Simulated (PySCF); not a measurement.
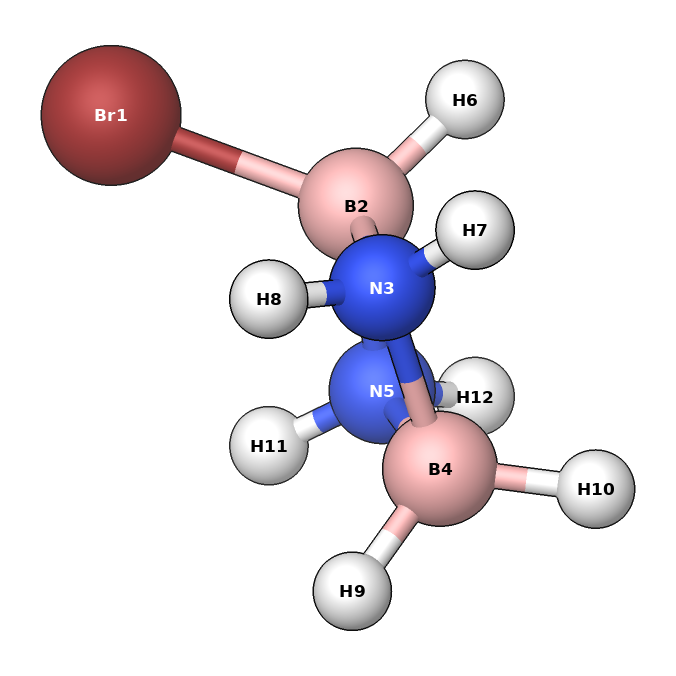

The geometry was computed by an optimisation with GFN2-xTB. No frequency run is at hand to confirm it as a minimum. Method: B3LYP/pcJ-1 (pcSseg-1 on Br) indirect spin-spin coupling, non-relativistic, gas phase (PySCF 2.14.0). Isotopes: 11B, 1H, 15N.

Give the spin–spin coupling constants of these pairs, with the number of bonds between them: B2/N3, B2/H6, N3/H8, B4/H9, N5/H12, B2/H11, N3/N5, B4/H7, N3/H11, N5/H8.

```csv
pair,bonds apart,J (Hz)
"B2, N3",1,−9.7
"B2, H6",1,143.8
"N3, H8",1,−75.3
"B4, H9",1,122.8
"N5, H12",1,−76.2
"B2, H11",2,−3.8
"N3, N5",2,4.3
"B4, H7",2,−2.2
"N3, H11",3,−0.5
"N5, H8",3,−0.5
```

The geometry is semi-empirical. Around B, Br such bond lengths and angles can be off by a tenth of an ångström or more and by several degrees, and values that hang on the shape move with them.
